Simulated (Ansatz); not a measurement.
## CaOsO3 (cubic perovskite) (Pm-3m): how robust is the cRPA U?

Wanted: the sensitivity and cost of U and J for CaOsO3 (cubic perovskite) (Pm-3m).

Main program and level: Ansatz 0.2.0; constrained RPA on LDA, plane waves, PAW.

The structure was built from a prototype and need not be the compound's stable phase.

### Step 1. The starting structure

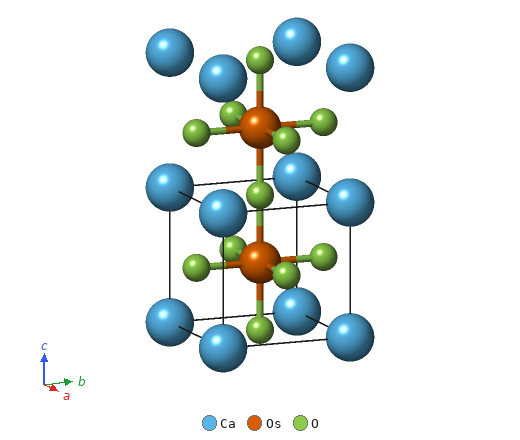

Start, viewed slightly off an axis; calcium blue, osmium orange, oxygen green. 1×1×2 cells are drawn. Some periodic images of atoms are drawn too.

Structure file:

```cif
data_structure
_symmetry_space_group_name_H-M 'P 1'
_symmetry_Int_Tables_number 1
_cell_length_a 3.8541
_cell_length_b 3.8541
_cell_length_c 3.8541
_cell_angle_alpha 90.000
_cell_angle_beta 90.000
_cell_angle_gamma 90.000
_cell_volume 57.25
loop_
_atom_site_label
_atom_site_type_symbol
_atom_site_fract_x
_atom_site_fract_y
_atom_site_fract_z
_atom_site_occupancy
Ca1 Ca 0.00000 0.00000 0.00000 1
Os2 Os 0.50000 0.50000 0.50000 1
O3 O 0.50000 0.50000 0.00000 1
O4 O 0.50000 0.00000 0.50000 1
O5 O 0.00000 0.50000 0.50000 1
```

The structure was relaxed with LDA. The structure type comes from a generator and need not be one that this composition takes. The structure was generated from a model, not taken from a measurement. The runs that relaxed it are not among those shown. The program's search for lower electronic states was switched off, so nothing shows that the state found is the lowest. Spin-orbit coupling is left out unless a step names it. The default PAW set here is soft_2. Its files were made with PBE.

### Step 2. Base: Os t2g, bands v2 to c1, 4×4×4 mesh, medium accuracy

Constrained RPA screens the interaction with every transition except those inside the target bands, which a later many-body model would treat itself.

The input, input.yaml:

```yaml
crystal:
  lattice:
    - [0.0, -3.85406673, 0.0]
    - [0.0, 0.0, 3.85406673]
    - [-3.85406673, 0.0, 0.0]
  atoms:
    - { symbol: Ca, position: [0.0, 0.0, 0.0] }
    - { symbol: Os, position: [0.5, 0.5, 0.5] }
    - { symbol: O, position: [0.5, 0.5, 0.0] }
    - { symbol: O, position: [0.5, 0.0, 0.5] }
    - { symbol: O, position: [0.0, 0.5, 0.5] }
kpoints:
  mp_grid: { grid: [6, 6, 6] }
hamiltonian:
  xc: lda
scf:
  occupations: { method: gaussian, width: 0.08 }
  n_extra_bands: 19
  max_iter: 150
  lower_state_search: "off"
output:
  crpa:
    kmesh: [4, 4, 4]
    target_bands: [v2, c1]
    projections: [{ species: Os, l: d, shell: 5, orbitals: [dxz, dyz, dxy] }]
  local_orbitals:
    kmesh: [8, 8, 8]
    orbitals: [{ species: Os, l: d, shell: 5, orbitals: [dxz, dyz, dxy] }]
    window: { bands: [v2, c1] }
    seedname: lo
```

Started as:

```console
ansatz run input.yaml --threads 4 --pin off --max-ram 9216MiB --backend cpu --events-out ev --progress --plain --runs-dir out
```

Numbers of over 12 decimals in the logs are rounded to 6 here.

Log:

```text
scf.n_extra_bands = 19 over 22 filled bands (N_el = 44.0): the run solves 41 bands
Engine: ansatz 0.2.0, x86_64-unknown-linux-gnu
Pseudopotentials: kind: paw
Pseudopotential: Ca, paw, valence charge 10, recommended cutoff 420 eV (normal), Ca.paw.azcp
Pseudopotential: Os, paw, valence charge 16, recommended cutoff 420 eV (normal), Os.paw.azcp
Pseudopotential: O, paw, valence charge 6, recommended cutoff 420 eV (normal), O.paw.azcp
Functional definition: SPW92
  exchange = slater_x
  correlation = pw_c
Crystal: 5 atoms, lattice volume = 57.248 Å³
Basis set: ecut = 420 eV, 1141 PW (Γ)
Bands: 41, of which v1, the nominal top of the filled ones, is band 22 counted from 1 (21 counted from 0)
Symmetry: 48 space group operations
Space group: Pm-3m (ITA 221), of the structure as read, at distance tolerance 3.9e-5 Å
k-points: 20 of 216
Non-local potential: Ca, projectors of the file, l = 0: 3, l = 1: 2, l = 2: 2
Non-local potential: Os, projectors of the file, l = 0: 3, l = 1: 2, l = 2: 2, l = 3: 1
Non-local potential: O, projectors of the file, l = 0: 2, l = 1: 2, l = 2: 1
PAW form: soft (Blöchl's): semilocal exchange-correlation on the pseudo side does not see the compensation charge
PAW frozen core: Ca, regenerated for the run's functional, and the local potential with it (the file was generated under x = pbe(κ = 0.804, μ = 0.219515), c = pbe(β = 0.066725))
PAW frozen core: Os, regenerated for the run's functional, and the local potential with it (the file was generated under x = pbe(κ = 0.804, μ = 0.219515), c = pbe(β = 0.066725))
PAW frozen core: O, regenerated for the run's functional, and the local potential with it (the file was generated under x = pbe(κ = 0.804, μ = 0.219515), c = pbe(β = 0.066725))
PAW one-centre angular grid: Ca, 110 points (default); XC on 64 Gauss nodes
PAW one-centre angular grid: Os, 590 points (default); XC on 64 Gauss nodes
PAW one-centre angular grid: O, 110 points (default); XC on 64 Gauss nodes
Initial density: superposition of atomic densities (neutral atoms: chi_scale 0, normalization atom), corrected by the library's trained network
Initial wavefunctions: pseudopotential atomic-orbital guess
Functional: x = slater, c = lda
SCF iter   1: F=—  HF=-14557.905136 eV  |F-HF|=—  |Δ(HF+E_count)|=         —  Δρ=1.81e-2  dr2=1.59e-1  ethr=1.77e-3  ⟨swp⟩=6.7  Hψ=3874  notcnv=0  defer=138
preconditioner: auto → Kerker (q_TF=auto, 2.611 Å⁻¹)  [metal: Δε(μ)=0.066 eV  Ē_g=19.815 eV  σ=0.080 eV  W_gap=0.39  n_scr=18 (ndim 8)  ℏωp=28.6 eV  f_vac=0.001  D(μ)=4.96/eV (n_scr^D=56)]
SCF iter   2: F=—  HF=-14557.875392 eV  |F-HF|=—  |Δ(HF+E_count)|=   2.97e-2  Δρ=9.41e-3  dr2=4.89e-2  ethr=3.62e-4  ⟨swp⟩=1.4  Hψ=1005  notcnv=0  defer=197
[...]
SCF iter   7: F=-14557.863256 eV  HF=-14557.863256 eV  |F-HF|=3.00e-8  |Δ(HF+E_count)|=   1.24e-7  Δρ=8.45e-6  dr2=4.27e-8  ethr=2.27e-10  ⟨swp⟩=10.2  Hψ=3773  notcnv=0
SCF 1 converged in 7 iterations: F = -14557.863256 eV  dr2 = 4.27e-8
[...]
NSCF: frozen V_eff on 38 k-points
NSCF: frozen V_eff on 10 k-points
[...]
cRPA screening: q 1/64
cRPA screening: q 2/64
cRPA screening: q 8/64 (q-point 3)
cRPA screening: q 11/64 (q-point 6)
cRPA screening: q 23/64 (q-point 7)
cRPA screening: q 35/64 (q-point 11)
cRPA screening: q 38/64 (q-point 22)
cRPA screening: q 46/64 (q-point 23)
cRPA screening: q 58/64 (q-point 27)
cRPA screening: q 64/64 (q-point 43)
SCF converged after 7 iterations
Free energy (F): -14557.863256 eV
Harris-Foulkes:  -14557.863256 eV  (|F-HF|=3.00e-8)
Internal energy: -14557.844372 eV  (E = F + TS)
E sigma→0 (E₀):  -14557.853814 eV
Entropy (-TS):   -0.018884 eV (-3.777 meV/atom)
Fermi energy:    14.131539 eV
--- Per-component energies (eV) ---
  E_band       = -302.074216
  E_kinetic    = 1367.390323
  E_local      = -2946.851980  (includes V_loc(G=0)·N_el)
  E_nonlocal   = 223.106509
  E_hartree    = 1090.343709
  E_xc         = -617.720211
  E_vxc        = -733.512147  (∫ρ·V_xc dr)
  E_paw        = -10006.246755  (= ΣΔE_a)
  E_vpaw       = -392.906946  (= ΣTr[D̂ρ^β])
  E_aug_tail   = 0.007617  (compensation charges beyond the density's cutoff)
  E_ewald      = -3668.810249
  E_core_change = 0.936664  (= ΣΔE_core)
  E_smearing   = -0.018884  (= −TS)
  E_closure    = 0.000000  (closes the sum)
  Σ components = -14557.863256   (vs F -14557.863256, Δ=0.00e0)
--- Band table (eV; the first three rows and the last of 20) ---
  k-point 0: bands = [... 18 lower, 9.9946, 9.9946, 10.7407, 10.7407, 10.7407, 14.8634, 14.8634, 15.8674, ... 15 higher]
  k-point 1: bands = [... 18 lower, 9.8508, 9.8508, 10.7779, 11.9723, 11.9723, 14.8826, 15.9240, 16.2355, ... 15 higher]
  k-point 2: bands = [... 18 lower, 9.7691, 9.7691, 10.8548, 13.4735, 13.4735, 14.9033, 16.8272, 16.9533, ... 15 higher]
  k-point 19: bands = [... 18 lower, 10.8640, 10.8640, 15.1582, 15.1582, 15.1582, 16.8639, 16.8639, 16.8639, ... 15 higher]
--- cRPA (band scheme, projected local orbitals): target bands 21..23 (1-based), 3 Wannier function(s), 4×4×4 mesh, 46 bands' worth read of 51 solved, ecut_chi 136.0 eV, v(q+G=0) probe_charge, pair densities all_electron ---
  bands read: the sum over 46 bands ends inside a degenerate multiplet in 22 slots, whose members it reads at an even weight; the widest, k=0: bands 45 to 47 (counted from 1) at 2/3 each
  χ-basis size per q: N_G = 196..216
  window electrons = 4.0000, filled by tetrahedron_uncorrected; constrained ε̄⁻¹(q = 0, 0) head = 0.165132; min gauge Gram eig = 0.5822
  Kanamori averages over each shell's own Wannier functions (sites counted from 0, functions from 1):
    Site 1, 5D, 3 of 5 d orbitals (Wannier functions 1, 2, 3; wannier90's mr 2, 3, 5):
      screened: U = 2.6705 eV, U' = 2.1014 eV, J = 0.2501 eV
      screened, to within: U = 3.3e-3 eV, U' = 3.3e-3 eV, J = 4.3e-4 eV
      bare: V = 10.8658 eV, V' = 9.9769 eV, J = 0.3538 eV
  Hermiticity witness max|P − P†| over intra, direct and exchange elements: 4.44e-15 eV (screened), 7.68e-20 eV (bare)
  Reality witness max|Im| over intra, direct and exchange elements: 5.17e-20 eV (screened), 2.83e-19 eV (bare)
```

It took 13 s on 4 threads of Intel Xeon Platinum 8559C (Emerald Rapids), shared host; peak memory 0.59 GiB; 49 s of CPU time.

This step gave:

| Property | Result |
| --- | --- |
| U | 2.670 eV |
| U prime (inter-orbital) | 2.101 eV |
| J | 0.2501 eV |
| bare V | 10.87 eV |
| bare J | 0.3538 eV |
| stated bound on U | 0.003220 eV |
| U over bare V | 0.2458 |
| electrons in the window | 4.000 |
| head of the constrained inverse dielectric matrix | 0.1651 |
| least eigenvalue of the projection's overlap | 0.5822 |
| target functions | 3 |
| bands in the sums | 46 |
| r.m.s. miss of the model bands | 0.009946 eV |
| width of the target bands | 4.417 eV |
| weight of the projected orbitals in the window | 0.6610 |

On the Os t2g shell, screening brings the on-site interaction from 10.9 eV down to U = 2.67 eV.

### Step 3. Changed: 6×6×6 mesh

input.yaml, the sections that differ from step 2:

```yaml
output:
  crpa:
    kmesh: [6, 6, 6]
    target_bands: [v2, c1]
    projections: [{ species: Os, l: d, shell: 5, orbitals: [dxz, dyz, dxy] }]
# crystal, kpoints, hamiltonian, scf: as in step 2
```

Log:

```text
[...]
Crystal: 5 atoms, lattice volume = 57.248 Å³
Basis set: ecut = 420 eV, 1141 PW (Γ)
Bands: 41, of which v1, the nominal top of the filled ones, is band 22 counted from 1 (21 counted from 0)
[... 1 set-up line as in the run before ...]
[...]
k-points: 20 of 216
[...]
SCF iter   1: F=—  HF=-14557.905136 eV  |F-HF|=—  |Δ(HF+E_count)|=         —  Δρ=1.81e-2  dr2=1.59e-1  ethr=1.77e-3  ⟨swp⟩=6.7  Hψ=3874  notcnv=0  defer=138
[...]
SCF iter   7: F=-14557.863256 eV  HF=-14557.863256 eV  |F-HF|=3.00e-8  |Δ(HF+E_count)|=   1.24e-7  Δρ=8.45e-6  dr2=4.27e-8  ethr=2.27e-10  ⟨swp⟩=10.2  Hψ=3773  notcnv=0
SCF 1 converged in 7 iterations: F = -14557.863256 eV  dr2 = 4.27e-8
[...]
NSCF: frozen V_eff on 20 k-points
[...]
cRPA screening: q 1/216
cRPA screening: q 2/216
cRPA screening: q 8/216 (q-point 3)
cRPA screening: q 14/216 (q-point 4)
cRPA screening: q 17/216 (q-point 8)
[...]
Free energy (F): -14557.863256 eV
[...]
Internal energy: -14557.844372 eV  (E = F + TS)
E sigma→0 (E₀):  -14557.853814 eV
Entropy (-TS):   -0.018884 eV (-3.777 meV/atom)
Fermi energy:    14.131539 eV
[...]
--- Band table (eV; the first three rows and the last of 20) ---
  k-point 0: bands = [... 18 lower, 9.9946, 9.9946, 10.7407, 10.7407, 10.7407, 14.8634, 14.8634, 15.8674, ... 15 higher]
  k-point 1: bands = [... 18 lower, 9.8508, 9.8508, 10.7779, 11.9723, 11.9723, 14.8826, 15.9240, 16.2355, ... 15 higher]
  k-point 2: bands = [... 18 lower, 9.7691, 9.7691, 10.8548, 13.4735, 13.4735, 14.9033, 16.8272, 16.9533, ... 15 higher]
  k-point 19: bands = [... 18 lower, 10.8640, 10.8640, 15.1582, 15.1582, 15.1582, 16.8639, 16.8639, 16.8639, ... 15 higher]
[...]
χ-basis size per q: N_G = 196..216
[...]
Site 1, 5D, 3 of 5 d orbitals (Wannier functions 1, 2, 3; wannier90's mr 2, 3, 5):
      screened: U = 2.6399 eV, U' = 2.0789 eV, J = 0.2461 eV
      screened, to within: U = 3.2e-3 eV, U' = 3.2e-3 eV, J = 4.3e-4 eV
      bare: V = 10.7216 eV, V' = 9.8418 eV, J = 0.3481 eV
[...]
[key lines of the parts left out:]
SCF converged after 7 iterations
```

Wall time 73 s (4 threads); peak memory 0.76 GiB.

Numbers from this step:

| Item | Value |
| --- | --- |
| U | 2.640 eV |
| U prime (inter-orbital) | 2.079 eV |
| J | 0.2461 eV |
| bare V | 10.72 eV |
| bare J | 0.3481 eV |
| stated bound on U | 0.003188 eV |
| U over bare V | 0.2462 |
| electrons in the window | 4.000 |
| head of the constrained inverse dielectric matrix | 0.1764 |
| least eigenvalue of the projection's overlap | 0.5783 |
| target functions | 3 |
| bands in the sums | 46 |
| width of the target bands | 4.417 eV |
| weight of the projected orbitals in the window | 0.6610 |

On the Os t2g shell, screening brings the on-site interaction from 10.7 eV down to U = 2.64 eV.

### Step 4. Changed: 2×2×2 mesh

input.yaml: that of step 3 with these lines changed.

```diff
@@ -22,3 +22,3 @@
   crpa:
-    kmesh: [6, 6, 6]
+    kmesh: [2, 2, 2]
     target_bands: [v2, c1]
```

Log:

```text
[...]
Crystal: 5 atoms, lattice volume = 57.248 Å³
Basis set: ecut = 420 eV, 1141 PW (Γ)
Bands: 41, of which v1, the nominal top of the filled ones, is band 22 counted from 1 (21 counted from 0)
[... 1 set-up line as in the run before ...]
[...]
k-points: 20 of 216
[...]
k-point 19: bands = [... 18 lower, 10.8640, 10.8640, 15.1582, 15.1582, 15.1582, 16.8639, 16.8639, 16.8639, ... 15 higher]
[...]
χ-basis size per q: N_G = 196..216
[...]
Site 1, 5D, 3 of 5 d orbitals (Wannier functions 1, 2, 3; wannier90's mr 2, 3, 5):
      screened: U = 2.9853 eV, U' = 2.3397 eV, J = 0.2840 eV
      screened, to within: U = 3.9e-3 eV, U' = 3.9e-3 eV, J = 5.0e-4 eV
      bare: V = 11.9479 eV, V' = 10.9792 eV, J = 0.4012 eV
[...]
[key lines of the parts left out:]
SCF converged after 7 iterations
Free energy (F): -14557.863256 eV
Fermi energy:    14.131539 eV
```

Run time: 3.4 s. Hardware: 4 threads; peak memory 0.52 GiB; 10 s of CPU time.

Numbers from this step:

```yaml
u: 2.985 eV
u_prime_inter_orbital: 2.340 eV
j: 0.2840 eV
bare_v: 11.95 eV
bare_j: 0.4012 eV
stated_bound_on_u: 0.003885 eV
u_over_bare_v: 0.2499
electrons_in_the_window: 4
head_of_the_constrained_inverse_dielectric_matrix: 0.1355
least_eigenvalue_of_the_projection_s_overlap: 0.5822
target_functions: 3
bands_in_the_sums: 46
width_of_the_target_bands: 4.417 eV
weight_of_the_projected_orbitals_in_the_window: 0.6610
```

On the Os t2g shell, screening brings the on-site interaction from 11.9 eV down to U = 2.99 eV.

### Step 5. Changed: sums over states

input.yaml: that of step 4 with these lines changed.

```diff
@@ -22,4 +22,7 @@
   crpa:
-    kmesh: [2, 2, 2]
+    kmesh: [4, 4, 4]
     target_bands: [v2, c1]
     projections: [{ species: Os, l: d, shell: 5, orbitals: [dxz, dyz, dxy] }]
+    accuracy: sum_over_states
+    n_empty_bands: 22
+    ecut_chi: 136
```

Log:

```text
[...]
Crystal: 5 atoms, lattice volume = 57.248 Å³
Basis set: ecut = 420 eV, 1141 PW (Γ)
Bands: 41, of which v1, the nominal top of the filled ones, is band 22 counted from 1 (21 counted from 0)
[... 1 set-up line as in the run before ...]
[...]
k-points: 20 of 216
[...]
χ-basis size per q: N_G = 196..216
[...]
U and J over all bands: no bound (output.crpa.accuracy: sum_over_states); those below are of the sums over the bands read on the sphere of ecut_chi, with what the atoms add
[...]
Site 1, 5D, 3 of 5 d orbitals (Wannier functions 1, 2, 3; wannier90's mr 2, 3, 5):
      screened: U = 2.8187 eV, U' = 2.1777 eV, J = 0.2733 eV
      bare: V = 10.8658 eV, V' = 9.9769 eV, J = 0.3538 eV
[...]
[key lines of the parts left out:]
SCF converged after 7 iterations
Free energy (F): -14557.863256 eV
Fermi energy:    14.131539 eV
```

Elapsed: 3.4 s, on 4 threads; peak memory 0.53 GiB; 10 s of CPU time.

This variant gives U = 2.82 eV against 2.67 eV. It is a finite sum over empty states with no bound on its error and stays out of the table below.

### Step 6. Changed: accuracy high

input.yaml: that of step 5 with these lines changed.

```diff
@@ -25,4 +25,2 @@
     projections: [{ species: Os, l: d, shell: 5, orbitals: [dxz, dyz, dxy] }]
-    accuracy: sum_over_states
-    n_empty_bands: 22
-    ecut_chi: 136
+    accuracy: high
```

Log:

```text
[...]
Crystal: 5 atoms, lattice volume = 57.248 Å³
Basis set: ecut = 420 eV, 1141 PW (Γ)
Bands: 41, of which v1, the nominal top of the filled ones, is band 22 counted from 1 (21 counted from 0)
[... 1 set-up line as in the run before ...]
[...]
k-points: 20 of 216
[...]
k-point 19: bands = [... 18 lower, 10.8640, 10.8640, 15.1582, 15.1582, 15.1582, 16.8639, 16.8639, 16.8639, ... 15 higher]
[...]
χ-basis size per q: N_G = 196..216
[...]
Site 1, 5D, 3 of 5 d orbitals (Wannier functions 1, 2, 3; wannier90's mr 2, 3, 5):
      screened: U = 2.6711 eV, U' = 2.1019 eV, J = 0.2502 eV
      screened, to within: U = 3.8e-4 eV, U' = 3.8e-4 eV, J = 4.1e-5 eV
      bare: V = 10.8658 eV, V' = 9.9769 eV, J = 0.3538 eV
[...]
[key lines of the parts left out:]
SCF converged after 7 iterations
Free energy (F): -14557.863256 eV
Fermi energy:    14.131539 eV
```

Run time: 25 s. Hardware: 4 threads; peak memory 0.69 GiB.

This step gave:

```yaml
u: 2.671 eV
u_prime_inter_orbital: 2.102 eV
j: 0.2502 eV
bare_v: 10.87 eV
bare_j: 0.3538 eV
stated_bound_on_u: 3.74e-4 eV
u_over_bare_v: 0.2458
electrons_in_the_window: 4.000
head_of_the_constrained_inverse_dielectric_matrix: 0.1651
least_eigenvalue_of_the_projection_s_overlap: 0.5822
target_functions: 3
bands_in_the_sums: 46
width_of_the_target_bands: 4.417 eV
weight_of_the_projected_orbitals_in_the_window: 0.6610
```

On the Os t2g shell, screening brings the on-site interaction from 10.9 eV down to U = 2.67 eV.

### Step 7. Changed: potentials

This step: constrained RPA on LDA, plane waves, norm-conserving pseudopotentials.

input.yaml: that of step 6 with these lines changed.

```diff
@@ -15,2 +15,3 @@
   xc: lda
+  pseudopotentials: { kind: nc }
 scf:
@@ -25,2 +26 @@
     projections: [{ species: Os, l: d, shell: 5, orbitals: [dxz, dyz, dxy] }]
-    accuracy: high
```

Log:

```text
[...]
Crystal: 5 atoms, lattice volume = 57.248 Å³
Basis set: ecut = 1142.878222 eV, 4945 PW (Γ)
Bands: 41, of which v1, the nominal top of the filled ones, is band 22 counted from 1 (21 counted from 0)
[... 1 set-up line as in the run before ...]
[...]
k-points: 20 of 216
[...]
k-point 19: bands = [... 18 lower, 10.9587, 10.9587, 15.2601, 15.2601, 15.2601, 16.9715, 16.9715, 16.9715, ... 15 higher]
[...]
χ-basis size per q: N_G = 196..216
[...]
Site 1, 5D, 3 of 5 d orbitals (Wannier functions 1, 2, 3; wannier90's mr 2, 3, 5):
      screened: U = 2.6848 eV, U' = 2.1157 eV, J = 0.2502 eV
      screened, to within: U = 3.5e-3 eV, U' = 3.5e-3 eV, J = 4.8e-4 eV
      bare: V = 10.8846 eV, V' = 9.9943 eV, J = 0.3548 eV
[...]
[key lines of the parts left out:]
SCF converged after 9 iterations
Free energy (F): -5157.934694 eV
Fermi energy:    14.231289 eV
```

Wall time 47 s (4 threads); peak memory 1.1 GiB; 2.9 min of CPU time.

This step gave:

- U: 2.685 eV
- U prime (inter-orbital): 2.116 eV
- J: 0.2502 eV
- bare V: 10.88 eV
- bare J: 0.3548 eV
- stated bound on U: 0.003495 eV
- U over bare V: 0.2467
- electrons in the window: 4.000
- head of the constrained inverse dielectric matrix: 0.1666
- least eigenvalue of the projection's overlap: 0.5818
- target functions: 3
- bands in the sums: 46
- width of the target bands: 4.416 eV
- weight of the projected orbitals in the window: 0.6611

On the Os t2g shell, screening brings the on-site interaction from 10.9 eV down to U = 2.68 eV.

### Step 8. Side by side

Times are wall times on 4 threads of Intel Xeon Platinum 8559C (Emerald Rapids), shared host, good to a factor of about two.

| run | bare V (eV) | U (eV) | J (eV) | bound on U (eV) | width (eV) | time |
| --- | --- | --- | --- | --- | --- | --- |
| target window | 10.87 | 2.670 | 0.250 | 0.0032 | 4.42 | 13 s |
| 6×6×6 mesh | 10.72 | 2.640 | 0.246 | 0.0032 | 4.42 | 73 s |
| 2×2×2 mesh | 11.95 | 2.985 | 0.284 | 0.0039 | 4.42 | 3.4 s |
| accuracy high | 10.87 | 2.671 | 0.250 | 0.0004 | 4.42 | 25 s |
| potentials | 10.88 | 2.685 | 0.250 | 0.0035 | 4.42 | 47 s |

### Step 9. What came out

```json
{
 "target window": "U 2.67 eV, J 0.25 eV",
 "6×6×6 mesh": "U 2.64 eV, J 0.25 eV",
 "2×2×2 mesh": "U 2.99 eV, J 0.28 eV",
 "accuracy high": "U 2.67 eV, J 0.25 eV",
 "potentials": "U 2.68 eV, J 0.25 eV"
}
```

What this shows: 6×6×6 mesh moves U by −0.03 eV at 5.4 times the time. 2×2×2 mesh moves U by +0.31 eV at 0.25 times the time. Accuracy high moves U by +0.001 eV (within the solver's bounds, for the mean over orbitals). Potentials moves U by +0.01 eV at 3.5 times the time. The printed bound covers the solver alone, not the mesh. The parent state is non-magnetic and the interaction static (zero frequency); U depends on the window and the orbitals, so it belongs to this model alone. Spin-orbit coupling, which is strong for atoms this heavy, is left out.

[Paths, hosts, dates, memory and timing lines, banners, echoed tables and standing remarks are left out of the program output.]

[Logs are printed without paths, hosts, clocks, repeated set-up lines and the standing remarks that a program may print on its own settings, such as how far it seeks lower states.]

[Runs of the session that timed out or met a known fault of the program may be left out.]

[Hosts, paths, dates, database ids (printed as entryN), source tags and the programs' standing remarks are cut or masked in the printed files.]
